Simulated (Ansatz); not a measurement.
## Phonons of Mo(100) film of 3 layers

The plan: relax Mo(100) film of 3 layers, check its phonons, and, if the lattice is stable, compute its Eliashberg function and ρ(T).

Calculated with Ansatz 0.2.0; DFT LDA, scalar-relativistic, plane waves, PAW.

### 1. Set-up

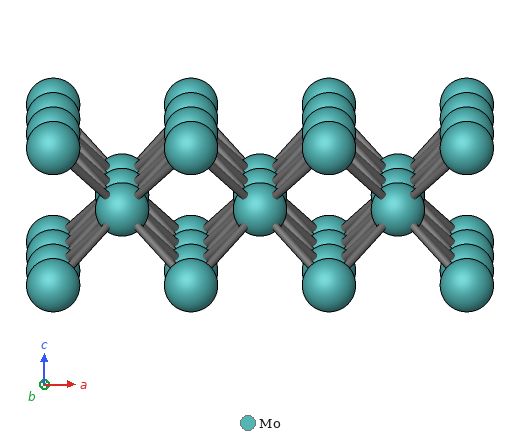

The starting structure, seen nearly edge on (molybdenum teal). 3×3×1 cells are drawn. Some periodic images of atoms are drawn too.

The cell holds 3 atoms: 3 Mo. Its edges and angles: a = 3.150 Å, b = 3.150 Å, c = 14.150 Å, α = 90.0°, β = 90.0°, γ = 90.0°. It derives from Mo. Vacuum lies along c.

### 2. Rough relaxation

The start is far from rest, so a relaxation with loose thresholds does the first part.

Input file input.yaml:

```yaml
crystal:
  lattice:
    - [3.15, 0.0, 0.0]
    - [0.0, 3.15, 0.0]
    - [0.0, 0.0, 14.15]
  atoms:
    - { symbol: Mo, position: [0.0, 0.0, 0.38869258] }
    - { symbol: Mo, position: [0.5, 0.5, 0.5] }
    - { symbol: Mo, position: [0.0, 0.0, 0.61130742] }
  periodic: [true, true, false]
kpoints:
  mp_grid: { grid: [6, 6, 1] }
hamiltonian:
  xc: lda
scf:
  occupations: { method: gaussian, width: 0.1 }
output:
  forces: true
  stress: true
  eigenvalues: true
relax:
  adjacent_minimum: "off"
  f_tol: 0.05
  max_steps: 80
  cell: { stress_2d_tol: 0.02 }
```

Started as:

```bash
$ ansatz run input.yaml --threads 4 --pin off --max-ram 16384MiB --backend cpu --events-out ev --progress --plain --runs-dir out
```

Numbers of over 12 decimals in the logs are rounded to 6 here.

The log of the run:

```text
Warning: crystal.periodic: the lattice vector that does not repeat stood 0.000° off the slab's normal, 14.150 Å along it as the deck builds it. The run solves the slab on a vector along the normal, 30.100 Å long, with every atom where it was (on the deck's vector they left 11.00 Å outside them, and the widest stretch free of ions among them is 1.57 Å). A fractional position that the run reports is one of the run's ce [...]
The last accepted step is kept in <dir> (removed where the run ends without a failure and the disk answers)
crystal.periodic: the lattice vector that does not repeat stood 0.000° off the slab's normal, 14.150 Å along it as the deck builds it. The run solves the slab on a vector along the normal, 30.100 Å long, with every atom where it was (on the deck's vector they left 11.00 Å outside them, and the widest stretch free of ions among them is 1.57 Å). A fractional position that the run reports is one of the run's cell, which [...]
Engine: ansatz 0.2.0, aarch64-unknown-linux-gnu
Pseudopotentials: kind: paw
Pseudopotential: Mo, paw, valence charge 14, recommended cutoff 420 eV (normal), Mo.paw.azcp
Functional definition: SPW92
  exchange = slater_x
  correlation = pw_c
Crystal: 3 atoms, lattice volume = 298.667 Å³
Basis set: ecut = 420 eV, 5885 PW (Γ)
Bands: 26, of which v1, the nominal top of the filled ones, is band 21 counted from 1 (20 counted from 0)
Symmetry: 16 space group operations
Space group: P4/mmm (ITA 123), of the structure as read, at distance tolerance 6.7e-5 Å
k-points: 10 of 36
Non-local potential: Mo, projectors of the file, l = 0: 3, l = 1: 2, l = 2: 2, l = 3: 1
PAW form: soft (Blöchl's): semilocal exchange-correlation on the pseudo side does not see the compensation charge
PAW frozen core: Mo, regenerated for the run's functional, and the local potential with it (the file was generated under x = pbe(κ = 0.804, μ = 0.219515), c = pbe(β = 0.066725))
PAW one-centre angular grid: Mo, 590 points (default); XC on 64 Gauss nodes
Initial density: superposition of atomic densities (neutral atoms: chi_scale 0, normalization atom), corrected by the library's trained network
Initial wavefunctions: pseudopotential atomic-orbital guess
Functional: x = slater, c = lda
SCF iter   1: F=—  HF=-14523.304572 eV  |F-HF|=—  |Δ(HF+E_count)|=         —  Δρ=5.27e-3  dr2=1.01e-1  ethr=1.77e-3  ⟨swp⟩=10.3  Hψ=1668  notcnv=0
preconditioner: auto → LDOS  [metal: Δε(μ)=0.024 eV  Ē_g=3.166 eV  σ=0.100 eV  W_gap=0.14  n_scr=18 (ndim 8)  ℏωp=9.1 eV  f_vac=0.747  D(μ)=10.18/eV (n_scr^D=82)  β→1.0]
SCF iter   2: F=—  HF=-14523.290888 eV  |F-HF|=—  |Δ(HF+E_count)|=   1.37e-2  Δρ=3.09e-3  dr2=2.19e-2  ethr=2.41e-4  ⟨swp⟩=3.6  Hψ=664  notcnv=0  defer=3
SCF iter   3: F=—  HF=-14523.287364 eV  |F-HF|=—  |Δ(HF+E_count)|=   3.52e-3  Δρ=9.31e-4  dr2=4.36e-3  ethr=5.21e-5  ⟨swp⟩=3.2  Hψ=514  notcnv=0  defer=3
SCF iter   4: F=—  HF=-14523.286862 eV  |F-HF|=—  |Δ(HF+E_count)|=   5.02e-4  Δρ=3.33e-4  dr2=5.90e-4  ethr=1.04e-5  ⟨swp⟩=2.4  Hψ=377  notcnv=0  defer=3
SCF iter   5: F=—  HF=-14523.286947 eV  |F-HF|=—  |Δ(HF+E_count)|=   8.51e-5  Δρ=1.00e-4  dr2=7.04e-5  ethr=1.41e-6  ⟨swp⟩=3.1  Hψ=499  notcnv=0  defer=3
SCF iter   6: F=—  HF=-14523.287149 eV  |F-HF|=—  |Δ(HF+E_count)|=   2.02e-4  Δρ=4.70e-5  dr2=1.12e-5  ethr=1.68e-7  ⟨swp⟩=3.6  Hψ=527  notcnv=0  defer=3
SCF iter   7: F=—  HF=-14523.287150 eV  |F-HF|=—  |Δ(HF+E_count)|=   7.34e-7  Δρ=1.82e-5  dr2=2.39e-6  ethr=2.67e-8  ⟨swp⟩=3.3  Hψ=488  notcnv=0  defer=3
SCF iter   8: F=—  HF=-14523.287151 eV  |F-HF|=—  |Δ(HF+E_count)|=   1.44e-6  Δρ=6.93e-6  dr2=2.45e-7  ethr=5.68e-9  ⟨swp⟩=2.8  Hψ=431  notcnv=0  defer=3
SCF iter   9: F=-14523.287152 eV  HF=-14523.287152 eV  |F-HF|=1.09e-7  |Δ(HF+E_count)|=   3.69e-7  Δρ=3.54e-6  dr2=5.28e-8  ethr=2.38e-10  ⟨swp⟩=12.7  Hψ=1507  notcnv=0
SCF 1 converged in 9 iterations: F = -14523.287152 eV  dr2 = 5.28e-8
  greatest PAW one-centre occupation: 0.999 electrons in one spin orbital (limit 2), on the Mo atom at site 1 (counted from 0), in its partial waves of l = 0
relax step   1: F+E_penalty+E_count = -14523.28715163 eV  Δ(F+E_penalty+E_count) = +0.000e0 eV  max|allowed force component| = 1.984e0 eV/Å  Δτ_max = 0.0000 Å  P = -17.178 N/m  Ω = 298.667 Å³  fix = [c, alpha, beta]  reactions: c -0.000 N/m  (9 SCF iters, dr2 threshold 1.00e-7 eV, accepted)
Crystal: 3 atoms, lattice volume = 282.284 Å³
Basis set: ecut = 420 eV, 5509 PW (Γ)
Initial density: handed on by an earlier stage of this run
Initial wavefunctions: those handed on with the density
SCF iter   1: F=—  HF=-14524.094698 eV  |F-HF|=—  |Δ(HF+E_count)|=         —  Δρ=1.60e-2  dr2=1.61e0  ethr=3.10e-3  ⟨swp⟩=14.2  Hψ=1666  notcnv=0
preconditioner: auto → LDOS  [insulator: Δε(μ)=0.189 eV  Ē_g=3.975 eV  σ=0.100 eV  W_gap=0.55  n_scr=18 (ndim 8)  ℏωp=9.4 eV  f_vac=0.757  D(μ)=4.04/eV (n_scr^D=14)  ε∞_Penn≈6.6  β→1.0]
SCF iter   2: F=—  HF=-14524.226532 eV  |F-HF|=—  |Δ(HF+E_count)|=   1.32e-1  Δρ=1.99e-2  dr2=2.96e0  ethr=3.10e-3  ⟨swp⟩=3.5  Hψ=590  notcnv=0  defer=5
SCF iter   3: F=—  HF=-14523.909991 eV  |F-HF|=—  |Δ(HF+E_count)|=   3.17e-1  Δρ=2.54e-3  dr2=2.82e-2  ethr=3.10e-3  ⟨swp⟩=3.0  Hψ=482  notcnv=0  defer=5
SCF iter   4: F=—  HF=-14523.905228 eV  |F-HF|=—  |Δ(HF+E_count)|=   4.76e-3  Δρ=5.40e-4  dr2=1.19e-3  ethr=6.72e-5  ⟨swp⟩=3.4  Hψ=637  notcnv=0  defer=4
SCF iter   5: F=—  HF=-14523.905106 eV  |F-HF|=—  |Δ(HF+E_count)|=   1.22e-4  Δρ=1.69e-4  dr2=1.01e-4  ethr=2.82e-6  ⟨swp⟩=3.7  Hψ=561  notcnv=0  defer=4
SCF iter   6: F=—  HF=-14523.905332 eV  |F-HF|=—  |Δ(HF+E_count)|=   2.26e-4  Δρ=1.03e-4  dr2=5.38e-5  ethr=2.40e-7  ⟨swp⟩=3.1  Hψ=560  notcnv=0  defer=4
SCF iter   7: F=—  HF=-14523.905327 eV  |F-HF|=—  |Δ(HF+E_count)|=   4.37e-6  Δρ=3.19e-5  dr2=5.11e-6  ethr=1.28e-7  ⟨swp⟩=3.6  Hψ=576  notcnv=0  defer=4
SCF iter   8: F=—  HF=-14523.905329 eV  |F-HF|=—  |Δ(HF+E_count)|=   1.81e-6  Δρ=1.55e-5  dr2=2.54e-6  ethr=1.22e-8  ⟨swp⟩=3.5  Hψ=553  notcnv=0  defer=4
iter 9 did not close the SCF: its close was put off until two iterations running show no level that it waits for move by more than its bar (scf_convergence_deferred on its scf_iter line)
SCF iter   9: F=-14523.905329 eV  HF=-14523.905329 eV  |F-HF|=8.46e-8  |Δ(HF+E_count)|=   1.31e-8  Δρ=5.42e-6  dr2=1.57e-7  ethr=7.14e-10  ⟨swp⟩=10.8  Hψ=1832  notcnv=0
iter 10 did not close the SCF: its close was put off until two iterations running show no level that it waits for move by more than its bar (scf_convergence_deferred on its scf_iter line)
[...]
SCF iter   3: F=—  HF=-14524.109458 eV  |F-HF|=—  |Δ(HF+E_count)|=   6.27e-3  Δρ=1.46e-3  dr2=8.10e-3  ethr=8.12e-5  ⟨swp⟩=3.6  Hψ=562  notcnv=0
SCF iter   4: F=—  HF=-14524.108680 eV  |F-HF|=—  |Δ(HF+E_count)|=   7.78e-4  Δρ=5.29e-4  dr2=1.52e-3  ethr=1.93e-5  ⟨swp⟩=3.4  Hψ=460  notcnv=0
SCF iter   5: F=—  HF=-14524.108626 eV  |F-HF|=—  |Δ(HF+E_count)|=   5.44e-5  Δρ=1.81e-4  dr2=6.59e-5  ethr=3.61e-6  ⟨swp⟩=3.4  Hψ=455  notcnv=0
SCF iter   6: F=—  HF=-14524.108827 eV  |F-HF|=—  |Δ(HF+E_count)|=   2.01e-4  Δρ=7.58e-5  dr2=1.15e-5  ethr=1.57e-7  ⟨swp⟩=3.8  Hψ=611  notcnv=0
SCF iter   7: F=—  HF=-14524.108832 eV  |F-HF|=—  |Δ(HF+E_count)|=   5.47e-6  Δρ=2.54e-5  dr2=1.34e-6  ethr=2.73e-8  ⟨swp⟩=3.6  Hψ=504  notcnv=0
SCF iter   8: F=-14524.108834 eV  HF=-14524.108833 eV  |F-HF|=3.69e-7  |Δ(HF+E_count)|=   1.05e-6  Δρ=6.41e-6  dr2=8.57e-8  ethr=7.14e-10  ⟨swp⟩=11.9  Hψ=1634  notcnv=0
SCF 3 converged in 8 iterations: F = -14524.108834 eV  dr2 = 8.57e-8
relax step   3: F+E_penalty+E_count = -14524.10883357 eV  Δ(F+E_penalty+E_count) = -2.035e-1 eV  max|allowed force component| = 6.866e-2 eV/Å  Δτ_max = 0.1570 Å  P = -1.956 N/m  Ω = 264.645 Å³  energy of the carried Pulay correction = +3.825e-4 eV  fix = [c, alpha, beta]  reactions: c -0.000 N/m  (8 SCF iters, dr2 threshold 3.00e-7 eV, accepted)
[...]
relax step   4: F+E_penalty+E_count = -14524.13565348 eV  Δ(F+E_penalty+E_count) = -2.682e-2 eV  max|allowed force component| = 2.012e-1 eV/Å  Δτ_max = 0.0443 Å  P = +0.417 N/m  Ω = 255.515 Å³  energy of the carried Pulay correction = +4.932e-4 eV  fix = [c, alpha, beta]  reactions: c +0.000 N/m  (7 SCF iters, dr2 threshold 3.00e-7 eV, accepted)
[...]
relax step   5: F+E_penalty+E_count = -14524.14393168 eV  Δ(F+E_penalty+E_count) = -8.278e-3 eV  max|allowed force component| = 3.211e-2 eV/Å  Δτ_max = 0.0391 Å  P = +0.386 N/m  Ω = 251.447 Å³  energy of the carried Pulay correction = +5.437e-4 eV  fix = [c, alpha, beta]  reactions: c +0.000 N/m  (6 SCF iters, dr2 threshold 3.00e-7 eV, accepted)
[...]
relax step   6: F+E_penalty+E_count = -14524.14414703 eV  Δ(F+E_penalty+E_count) = -2.153e-4 eV  max|allowed force component| = 7.243e-3 eV/Å  Δτ_max = 0.0023 Å  P = -0.029 N/m  Ω = 252.306 Å³  energy of the carried Pulay correction = +5.330e-4 eV  fix = [c, alpha, beta]  reactions: c -0.000 N/m  (5 SCF iters, dr2 threshold 2.15e-7 eV, accepted)
[...]
relax step   7: F+E_penalty+E_count = -14524.14416384 eV  Δ(F+E_penalty+E_count) = -1.682e-5 eV  max|allowed force component| = 4.810e-3 eV/Å  Δτ_max = 0.0020 Å  P = -0.014 N/m  Ω = 252.095 Å³  energy of the carried Pulay correction = +5.356e-4 eV  fix = [c, alpha, beta]  reactions: c -0.000 N/m  (6 SCF iters, dr2 threshold 1.21e-9 eV, accepted)
Initial wavefunctions: pseudopotential atomic-orbital guess (no wavefunctions were taken with the density)
iter 1 solved again at ethr=1.54e-7 eV; its pass at ethr=3.10e-3 eV (dr2=6.47e-5 eV) is discarded
SCF iter   1: F=—  HF=-14524.143802 eV  |F-HF|=—  |Δ(HF+E_count)|=         —  Δρ=4.69e-5  dr2=4.90e-7  ethr=1.54e-7  ⟨swp⟩=7.5  Hψ=3220  notcnv=0
preconditioner: auto → LDOS  [insulator: Δε(μ)=0.126 eV  Ē_g=3.754 eV  σ=0.100 eV  W_gap=0.56  n_scr=18 (ndim 8)  ℏωp=9.9 eV  f_vac=0.740  D(μ)=4.22/eV (n_scr^D=16)  ε∞_Penn≈8.0  β→1.0]
SCF iter   2: F=—  HF=-14524.143797 eV  |F-HF|=—  |Δ(HF+E_count)|=   5.60e-6  Δρ=4.19e-6  dr2=3.79e-8  ethr=1.17e-9  ⟨swp⟩=3.8  Hψ=692  notcnv=0
SCF iter   3: F=—  HF=-14524.143797 eV  |F-HF|=—  |Δ(HF+E_count)|=   5.02e-9  Δρ=2.36e-6  dr2=2.64e-8  ethr=9.03e-11  ⟨swp⟩=3.3  Hψ=607  notcnv=0
SCF iter   4: F=—  HF=-14524.143797 eV  |F-HF|=—  |Δ(HF+E_count)|=   3.77e-9  Δρ=9.63e-7  dr2=2.35e-9  ethr=6.29e-11  ⟨swp⟩=3.7  Hψ=569  notcnv=0
SCF iter   5: F=—  HF=-14524.143797 eV  |F-HF|=—  |Δ(HF+E_count)|=  5.58e-10  Δρ=1.79e-7  dr2=1.07e-10  ethr=5.60e-12  ⟨swp⟩=3.4  Hψ=580  notcnv=0
SCF iter   6: F=—  HF=-14524.143797 eV  |F-HF|=—  |Δ(HF+E_count)|=  3.64e-12  Δρ=5.94e-8  dr2=1.30e-11  ethr=1.00e-12  ⟨swp⟩=2.3  Hψ=372  notcnv=0
SCF iter   7: F=-14524.143797 eV  HF=-14524.143797 eV  |F-HF|=2.00e-11  |Δ(HF+E_count)|=  6.91e-11  Δρ=1.18e-8  dr2=4.20e-13  ethr=1.00e-12  ⟨swp⟩=14.0  Hψ=1986  notcnv=0
SCF 8 converged in 7 iterations: F = -14524.143797 eV  dr2 = 4.20e-13
relax step   8: F+E_penalty+E_count = -14524.14379687 eV  Δ(F+E_penalty+E_count) = +3.670e-4 eV  max|allowed force component| = 4.674e-3 eV/Å  Δτ_max = 0.0000 Å  P = -0.016 N/m  Ω = 252.095 Å³  fix = [c, alpha, beta]  reactions: c -0.000 N/m  stress off target by 1.62e-2 N/m on what of the cell is left free  SCF on the basis re-selected at this cell (its energy is not comparable with the rows above)  (7 SCF iters)
basis re-selected at this cell: Δ(F+E_penalty+E_count) = +3.670e-4 eV, ΔP = -0.002 N/m vs the last step (what re-selecting the basis moved, of the pressure what is left beyond the Pulay correction that the steps carried, after the strain that the cell walked since its last selection, with what the two solves' SCF thresholds leave and, on support functions, any second-order correction that the steps lacked; it is no measure of the basis error at this ecutwfc). The dense FFT grid was sized anew with the basis: this SCF ran on 20×20×216 points, the steps before it on 24×24×216, so part of this shift can come from that change (see relax.cell in the input reference). [rest of the remark cut]
SCF converged after 7 iterations
Free energy (F): -14524.143797 eV
Harris-Foulkes:  -14524.143797 eV  (|F-HF|=2.00e-11)
Internal energy: -14524.122693 eV  (E = F + TS)
E sigma→0 (E₀):  -14524.133245 eV
Entropy (-TS):   -0.021104 eV (-7.035 meV/atom)
Fermi energy:    -4.640136 eV
--- Per-component energies (eV) ---
  E_band       = -1234.861478
  E_kinetic    = 1328.915917
  E_local      = -115259.522700  (includes V_loc(G=0)·N_el)
  E_nonlocal   = 449.281277
  E_hartree    = 56687.597719
  E_xc         = -545.268168
  E_vxc        = -683.401922  (∫ρ·V_xc dr)
  E_paw        = -9270.403637  (= ΣΔE_a)
  E_vpaw       = -445.329487  (= ΣTr[D̂ρ^β])
  E_aug_tail   = 0.000089  (compensation charges beyond the density's cutoff)
  E_ewald      = 52083.858362
  E_core_change = 1.418449  (= ΣΔE_core)
  E_smearing   = -0.021104  (= −TS)
  E_closure    = -0.000000  (closes the sum)
  Σ components = -14524.143797   (vs F -14524.143797, Δ=0.00e0)
--- Forces (eV/Å), atoms counted from 1 ---
  atom   1  Mo    -0.00000000    -0.00000000     0.00467438
  atom   2  Mo    -0.00000000    -0.00000000     0.00000000
  atom   3  Mo     0.00000000     0.00000000    -0.00467438
  max |Σ_I F_I| component: 6.62e-23 eV/Å
--- 2D stress c σ (N/m, compression-positive) ---
       -0.016211       0.000000       0.000000
        0.000000      -0.016211      -0.000000
        0.000000      -0.000000      -0.000000
  P = ½ c Tr σ = -0.0162 N/m
--- Band table (eV; the first three rows and the last of 10) ---
  k-point 0: bands = [... 17 lower, -5.8301, -5.8301, -5.2444, -5.0321, -4.7678, -4.3629, -4.0120, -4.0120, ... 1 higher]
  k-point 1: bands = [... 17 lower, -5.9591, -5.8465, -5.7487, -5.5292, -4.7187, -4.4526, -3.4736, -3.2786, ... 1 higher]
  k-point 2: bands = [... 17 lower, -6.4629, -6.0565, -5.9393, -4.9116, -4.3649, -4.1754, -4.1017, -3.5922, ... 1 higher]
  k-point 9: bands = [... 17 lower, -6.4975, -6.4975, -3.1269, -2.8719, -2.8719, -2.1914, -1.4837, -1.0144, ... 1 higher]
--- Relaxed structure (7 steps of the walk, 7 accepted, 1 SCFs on fresh bases) ---
  F+E_penalty+E_count = -14524.14379687 eV   max|allowed force component| = 4.674e-3 eV/Å   (the final SCF, on the basis selected at the relaxed cell)
  cell:  # Å, volume = 252.0950 Å³
    - [2.894002, 0, 0]
    - [0, 2.894002, 0]
    - [0, 0, 30.100000]
  atoms:
    - { symbol: Mo, position: [0, 0, 0.181231] }
    - { symbol: Mo, position: [0.5, 0.5, 0.235050] }
    - { symbol: Mo, position: [0, 0, 0.288869] }
```

It took 12 s on 4 threads of Arm Neoverse V1, shared host; peak memory 0.54 GiB; 45 s of CPU time.

Step by step:

```csv
step,energy less that of the first step (eV),largest force component (eV/Å),volume (Å³)
1,0.0000,1.9837,298.67
2,-0.6182,1.1453,282.28
3,-0.8217,0.0687,264.64
4,-0.8485,0.2012,255.52
5,-0.8568,0.0321,251.45
6,-0.8570,0.0072,252.31
7,-0.8570,0.0048,252.09
8*,-0.8566,0.0047,252.09
```

Relaxation steps marked * repeat the geometry before them on a plane-wave basis chosen anew for their cell, so energy and pressure can jump there.

Forces are held to the 16 operations that the run works with; a distortion that breaks them can't arise in this run.

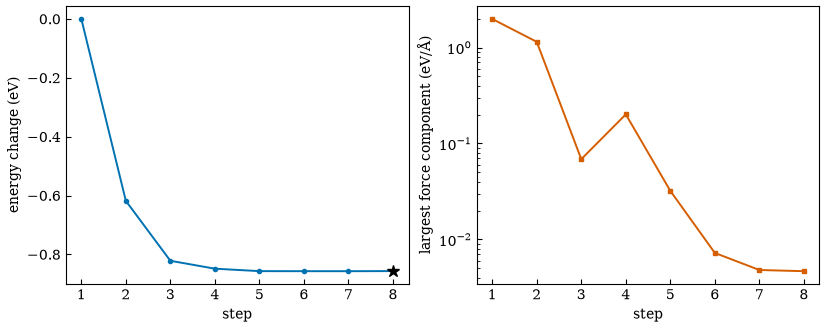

Energy and largest force along the relaxation. Stars mark steps on a basis chosen anew.

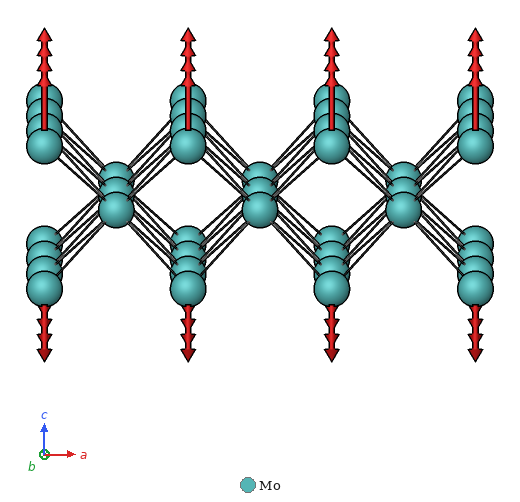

Displacements in the relaxation, exaggerated, measured against the changing cell; the longest in the cell stands for 0.04 Å. 3×3×1 cells are drawn. Some periodic images of atoms are drawn too.

```csv
cell as run,before,after,change
a (Å),3.150,2.894,-8.1 %
b (Å),3.150,2.894,-8.1 %
```

The atoms that moved most (Å, along periodic axes as changes of fractional coordinates times the final cell, across vacuum about the mean position):

```csv
atom,dx,dy,dz,length
Mo3,0.000,0.000,0.045,0.045
Mo1,0.000,0.000,-0.045,0.045
```

Final coordinates:

```
Mo
1.0
     2.89400    0.00000    0.00000
     0.00000    2.89400    0.00000
     0.00000    0.00000   30.10000
Mo
3
Cartesian
  0.0000 0.0000 5.4550
  1.4470 1.4470 7.0750
  0.0000 0.0000 8.6950
```

This step gave:

```
metallic on mesh  : yes
gap on the k-mesh : 0 eV
```

The relaxation ends with a largest force component of 0.0047 eV/Å.

(Continued in part 2 of 3.)

[Logs are printed without paths, hosts, clocks, repeated set-up lines and the standing remarks that a program may print on its own settings, such as how far it seeks lower states.]

[Hosts, paths, dates, database ids (printed as entryN), source tags and the programs' standing remarks are cut or masked in the printed files.]
